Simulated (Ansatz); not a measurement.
## BHClF: geometry relaxation

The run: geometry relaxation of BHClF. Method and program: RKS CAM-B3LYP/def2-TZVP (Ansatz 0.2.0).

It belongs to a series of runs on one base structure; here: end point A relaxed.

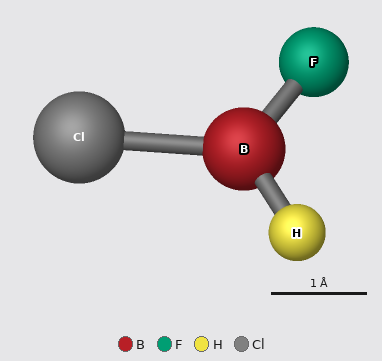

The structure as given in the input (ball-and-stick view, seen at a tilt). Bond lengths as drawn: B–Cl 1.74 Å, B–F 1.31 Å and B–H 1.18 Å.

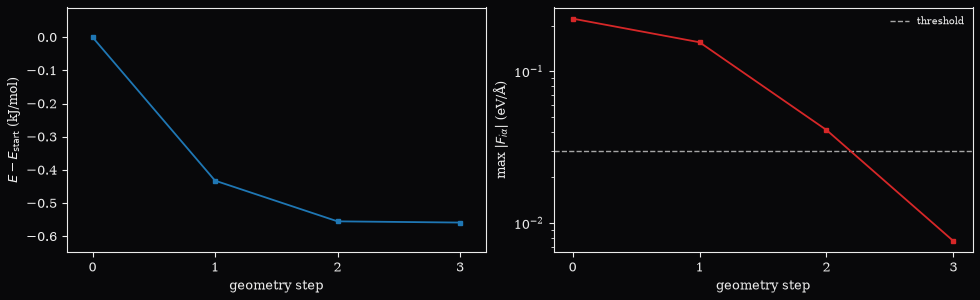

Progress of the relaxation, step by step (the first geometry is step 0 here and step 1 in the log).

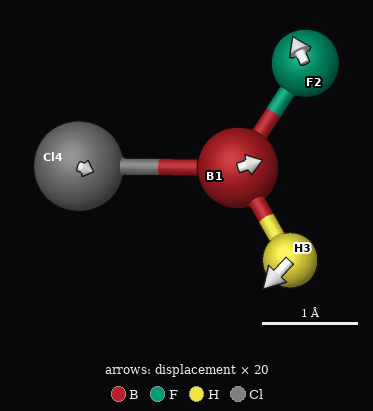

The starting structure with the displacements as white arrows, magnified 20 times (ball-and-stick view, seen at a tilt). The two geometries are laid on each other by the best rigid fit. Over 3 geometry steps the energy falls by 0.56 kJ/mol. The largest force component goes from 0.22 to 0.0076 eV/Å. H3 moves most after the best rigid fit: 0.022 Å. Largest moves by element: H 0.022 Å, F 0.017 Å, B 0.014 Å, Cl 0.009 Å. Among the contacts that change: B1–Cl4 1.737 → 1.742 Å. Among the angles that change: F2–B1–H3 117.5° → 120.2°. (Atoms are counted from 1 in the order of the input.)

The input that produced these results follows, with the program's output.

Input file
```yaml
crystal:
  periodic: [false, false, false]
  atoms:
    - { symbol: B, position_ang: [0.280277, 0.0, 0.112511] }
    - { symbol: F, position_ang: [0.340378, 0.0, 1.423649] }
    - { symbol: H, position_ang: [1.302736, 0.0, -0.480285] }
    - { symbol: Cl, position_ang: [-1.267391, 0.0, -0.677174] }
basis:
  gaussian: { orbitals: def2-TZVP }
hamiltonian:
  xc: cam_b3lyp
relax:
  f_tol: 0.03
  max_steps: 50
```

Launched with:
```bash
ansatz run input.yaml --threads 4 --pin off --max-ram 5120MiB --backend cpu --events-out ev --progress --plain --runs-dir out
```

Output
```
The last accepted step is kept in [file] (removed where the run ends without a failure and the disk answers)
Engine: ansatz 0.2.0, aarch64-unknown-linux-gnu
Functional definition: CAM-B3LYP
  parameter alpha = 0.19
  parameter beta = 0.46
  parameter omega = 0.33/bohr
  parameter ac = 0.81
  exchange = (1 - alpha - beta)*b88_x + beta*b88_x_sr(omega) + alpha*exact_x + beta*exact_x_lr(omega)
  correlation = (1 - ac)*vwn5_c + ac*lyp_c
632 factors; their error is unknown
171 factors; integrals over basis functions are off by at most 6.0e-6 eV
mean field evaluation 1: about -15934.5246 eV, gradient 2.9e1 eV
mean field evaluation 2: about -15933.9118 eV, gradient 3.8e1 eV
mean field evaluation 4: about -15935.7225 eV, gradient 8.7e-1 eV
mean field evaluation 8: about -15935.7587 eV, gradient 2.3e-2 eV
mean field -15935.75866799 eV, -585.6283294034 hartree, gradient 2.0e-5 eV, S^2 0.000000; 0 other end points of the search recorded, 0 dependent functions left out
the calculation of the forces begins
reference -15935.75876796 eV, -585.6283330771 hartree; 16, 16 occupied and 89, 89 virtual orbitals, 632 factors
relax step   1: F+E_penalty+E_count = -15935.75866799 eV  Δ(F+E_penalty+E_count) = +0.000e0 eV  max|allowed force component| = 2.225e-1 eV/Å  Δτ_max = 0.0000 Å  (26 SCF iters, accepted)
these checks for a lower state are left out or cut short: starts, cluster_reference, orbital_swaps, neighbouring_geometries, increment
632 factors; their error is unknown
171 factors; integrals over basis functions are off by at most 6.1e-6 eV
mean field evaluation 16: about -15935.7272 eV, gradient 7.3e-1 eV
mean field -15935.76314853 eV, -585.6284940603 hartree, gradient 1.3e-5 eV, S^2 0.000000; 0 other end points of the search recorded, 0 dependent functions left out
the calculation of the forces begins
reference -15935.76324849 eV, -585.6284977338 hartree; 16, 16 occupied and 89, 89 virtual orbitals, 632 factors
relax step   2: F+E_penalty+E_count = -15935.76314853 eV  Δ(F+E_penalty+E_count) = -4.481e-3 eV  max|allowed force component| = 1.555e-1 eV/Å  Δτ_max = 0.0123 Å  (31 SCF iters, accepted)
these checks for a lower state are left out or cut short: starts, cluster_reference, orbital_swaps, neighbouring_geometries, increment
632 factors; their error is unknown
171 factors; integrals over basis functions are off by at most 6.1e-6 eV
mean field -15935.76442116 eV, -585.6285408285 hartree, gradient 1.3e-5 eV, S^2 0.000000; 0 other end points of the search recorded, 0 dependent functions left out
the calculation of the forces begins
reference -15935.76452112 eV, -585.6285445020 hartree; 16, 16 occupied and 89, 89 virtual orbitals, 632 factors
relax step   3: F+E_penalty+E_count = -15935.76442116 eV  Δ(F+E_penalty+E_count) = -1.273e-3 eV  max|allowed force component| = 4.108e-2 eV/Å  Δτ_max = 0.0095 Å  (31 SCF iters, accepted)
these checks for a lower state are left out or cut short: starts, cluster_reference, orbital_swaps, neighbouring_geometries, increment
632 factors; their error is unknown
171 factors; integrals over basis functions are off by at most 6.1e-6 eV
mean field evaluation 32: about -15935.7295 eV, gradient 1.5e-1 eV
mean field -15935.76445864 eV, -585.6285422060 hartree, gradient 2.5e-5 eV, S^2 0.000000; 0 other end points of the search recorded, 0 dependent functions left out
the calculation of the forces begins
reference -15935.76455862 eV, -585.6285458799 hartree; 16, 16 occupied and 89, 89 virtual orbitals, 632 factors
relax step   4: F+E_penalty+E_count = -15935.76445864 eV  Δ(F+E_penalty+E_count) = -3.748e-5 eV  max|allowed force component| = 7.620e-3 eV/Å  Δτ_max = 0.0011 Å  (23 SCF iters, accepted)
632 factors; their error is unknown
171 factors; integrals over basis functions are off by at most 6.1e-6 eV
mean field -15935.76445864 eV, -585.6285422060 hartree, gradient 2.5e-5 eV, S^2 0.000000; 1 other end points of the search recorded, 0 dependent functions left out
the calculation of the forces begins
reference -15935.76455862 eV, -585.6285458799 hartree; 16, 16 occupied and 89, 89 virtual orbitals, 632 factors
Total energy: -15935.76455862 eV, -585.6285458799 hartree
Atom 0 at     0.290272     0.000000     0.122746 Å, force    -0.000417     0.000000     0.005535 eV/Å
Atom 1 at     0.326113    -0.000000     1.433187 Å, force     0.000159     0.000000    -0.007620 eV/Å
Atom 2 at     1.297651    -0.000000    -0.501260 Å, force    -0.002185    -0.000000     0.001221 eV/Å
Atom 3 at    -1.258036    -0.000000    -0.675972 Å, force     0.002443    -0.000000     0.000864 eV/Å
Dipole moment:     0.119463     0.000000    -0.103119 e Å
```

Trajectory as extended XYZ (Å, eV, eV/Å), 4 frames, from step=1 to step=4
```
4
Properties=species:S:1:pos:R:3:forces:R:3 step=1 energy=-15935.75867
B     0.2803    0.0000    0.1125    0.2133   0.0000   0.2183
F     0.3404    0.0000    1.4236   -0.1770   0.0000   0.0168
H     1.3027    0.0000   -0.4803   -0.0178   0.0000  -0.2225
Cl   -1.2674    0.0000   -0.6772   -0.0185   0.0000  -0.0126
4
Properties=species:S:1:pos:R:3:forces:R:3 step=2 energy=-15935.76315
B     0.2849    0.0000    0.1175    0.1555   0.0000   0.1459
F     0.3321    0.0000    1.4293   -0.0787   0.0000  -0.0352
H     1.3005    0.0000   -0.4923   -0.0325   0.0000  -0.0850
Cl   -1.2615    0.0000   -0.6758   -0.0443   0.0000  -0.0257
4
Properties=species:S:1:pos:R:3:forces:R:3 step=3 energy=-15935.76442
B     0.2897    0.0000    0.1223    0.0321   0.0000   0.0411
F     0.3260    0.0000    1.4333   -0.0002   0.0000  -0.0257
H     1.2973    0.0000   -0.5013   -0.0006   0.0000   0.0008
Cl   -1.2571    0.0000   -0.6755   -0.0313   0.0000  -0.0162
4
Properties=species:S:1:pos:R:3:forces:R:3 step=4 energy=-15935.76446
B     0.2903    0.0000    0.1227   -0.0004   0.0000   0.0055
F     0.3261    0.0000    1.4332    0.0002   0.0000  -0.0076
H     1.2977    0.0000   -0.5013   -0.0022   0.0000   0.0012
Cl   -1.2580    0.0000   -0.6760    0.0024   0.0000   0.0009
```

Results in brief

```csv
quantity,value
outcome,converged
total energy,−15935.7646 eV
mean-field energy,−15935.7646 eV
largest force (length of the vector) at the end,0.008 eV/Å
hardware,"4 threads of Arm Neoverse V1, 24 GiB of memory available, shared host"
wall time,3.5 s (CPU time 12 s)
peak memory,0.17 GiB
```
